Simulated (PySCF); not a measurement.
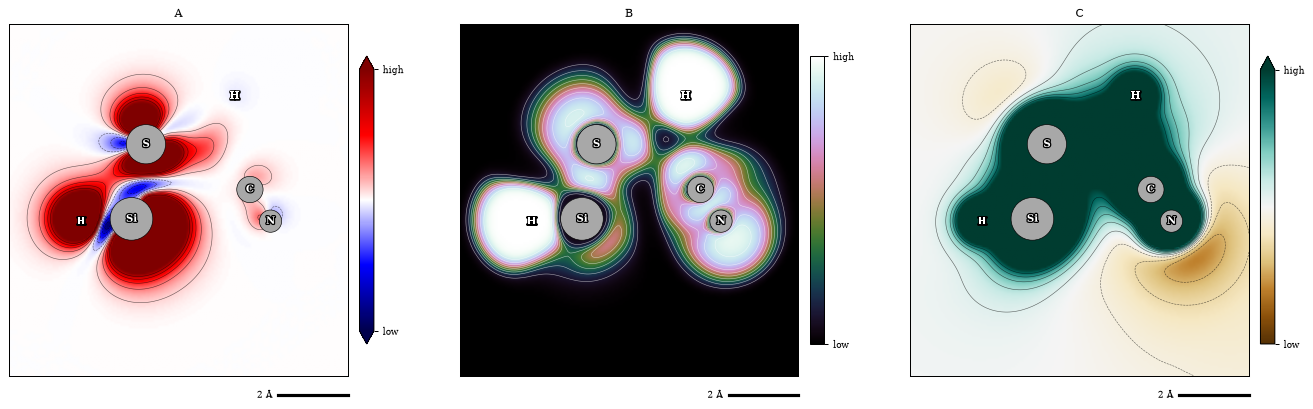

CH₆NOSSi₃ (SMILES N#C[SiH2]S[SiH]O[SiH3]) (doublet): 3 fields on the plane of atoms S4, Si5 and H10, with unlabelled colour scales. Grey discs cover the atomic cores.

Geometry: GFN2-xTB.

The calculation used UKS B3LYP, pcH-1 on C H N O S Si, non-relativistic, mean-field spin-orbit, GIAO in PySCF 2.14.0, density-fitted response routines.

```xyz
13

N    -1.3524    0.9274   -2.5545
C    -1.6233    0.7093   -1.4632
Si   -2.0417    0.3244    0.3146
S    -1.4561   -1.6914    0.7229
Si    0.3671   -1.9761   -0.4316
O     1.3044   -0.6736   -0.2804
Si    2.0068    0.7082    0.2160
H    -3.4864    0.3542    0.4725
H    -1.2969    1.2714    1.1372
H     1.0389   -3.0809    0.2344
H     3.4323    0.4804    0.0152
H     1.4347    1.7637   -0.6145
H     1.6683    0.8835    1.6299
```

### The panels show electron localisation function, electrostatic potential and spin density in some order. Assign them.

Panel A: spin density (confined to the atoms that carry the unpaired spin). Panel B: electron localisation function. Panel C: electrostatic potential (strongly positive close to the atoms, with negative regions outside electron-rich atoms). From the grid: C–N (1.15 Å): the ELF peaks at about 0.90 between the atoms: a multiple bond.
